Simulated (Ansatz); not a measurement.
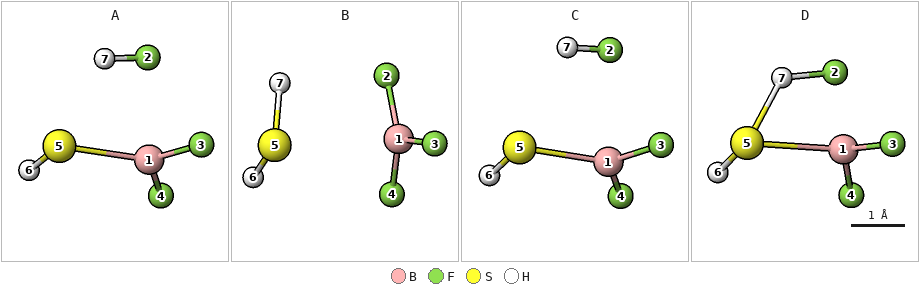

4 geometries from a converged minimum-energy path of BH$_{2}$SF$_{3}$, made up of BF$_{3}$ and H2S, shuffled. The picture is a ball-and-stick view, seen face on.

All numbers below come from Ansatz, RKS r2SCAN/cc-pVDZ. Run with 7 movable images; climbing image; force threshold 0.03 eV/Å; iteration limit 54; starting path through a guess of the saddle point.

Question: One of them is the converged climbing image. Which?

Answer: D. In order along the path, whose images run from 0 to 8: B (image 2, +0.06 eV), D (image 5, +1.12 eV), A (image 7, +0.85 eV), C (image 8, +0.82 eV). Breaking: B1–F2 (1.33 → 1.64 at the top → 2.40 Å), S5–H7 (1.36 → 1.68 at the top → 2.45 Å). Forming: B1–S5 (2.82 → 1.99 at the top → 1.83 Å), F2–H7 (2.90 → 1.14 at the top → 0.94 Å).

Limits of the set-up: the start holds two separate molecules, 2.8 Å apart at their closest, whose relative position is a soft coordinate and is computed without a dispersion correction.

The run took 5.9 min on 2 threads of Intel(R) Xeon(R) Platinum 8259CL CPU @ 2.50GHz (Skylake/Cascade Lake) (shared host), peak memory 0.17 GiB.
